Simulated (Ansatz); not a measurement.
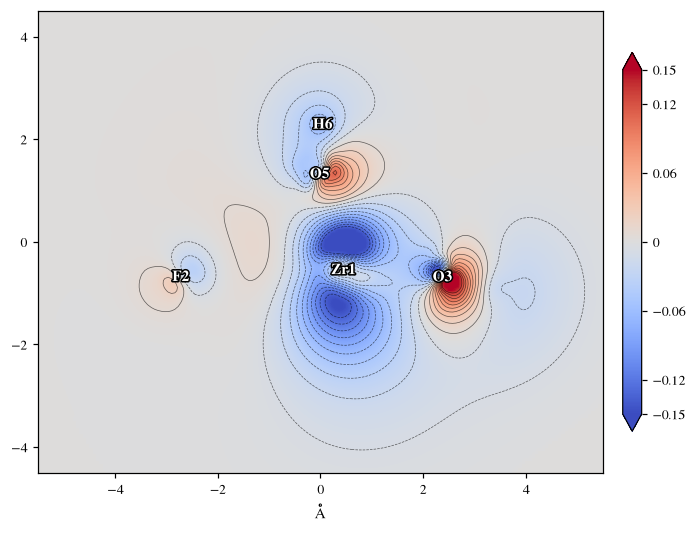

Figure 1: BrH3O3Zr···HF. The LUMO on the plane of atoms O3, Zr1 and O5 (values in Å⁻³ᐟ²; the overall sign is arbitrary).

Core potentials replace the inner electrons of Zr; not at a stationary point (largest force 0.6 eV/Å).

Computed with Ansatz, RKS revPBE/def2-SVP.

The calculation's input:

```
crystal:
  periodic: [false, false, false]
  atoms:
    - { symbol: Zr, position_ang: [0.0, 0.0, 0.0] }
    - { symbol: F, position_ang: [0.0, 0.0, 2.33] }
    - { symbol: O, position_ang: [1.952, 0.0, -0.6893] }
    - { symbol: H, position_ang: [2.2684, -0.9521, -0.806] }
    - { symbol: O, position_ang: [-0.975, 1.6891, -0.6893] }
    - { symbol: H, position_ang: [-1.9328, 1.4584, -0.9117] }
    - { symbol: O, position_ang: [-0.975, -1.6891, -0.6893] }
    - { symbol: H, position_ang: [-1.4296, -2.1548, 0.0831] }
    - { symbol: Br, position_ang: [1.5733, 2.3727, 0.946] }
    - { symbol: H, position_ang: [0.7115, 1.073, 2.203] }
basis:
  gaussian: { orbitals: def2-SVP }
hamiltonian:
  xc: revpbe
relax:
  f_tol: 0.15
  max_steps: 25
  restrain:
    - { distance: [0, 8], at: 2.7, k: 30.0 }
    - { distance: [9, 1], at: 0.92, k: 30.0 }
    - { distance: [0, 1], at: 3.18, k: 30.0 }
    - { distance: [9, 8], at: 2.75, k: 30.0 }
output:
  orbitals: {}
```

Command:

```sh
ansatz run input.yaml --threads 4 --pin off --max-ram 5120MiB --backend cpu --events-out ev --progress --plain --runs-dir out
```

The fields are those of the run's last geometry, not of the input's.

What is the character of this orbital?

It lies mainly on Zr1 (about 70 %), O5 (about 5 %) and O3 (about 5 %). Its energy is −1.31 eV.
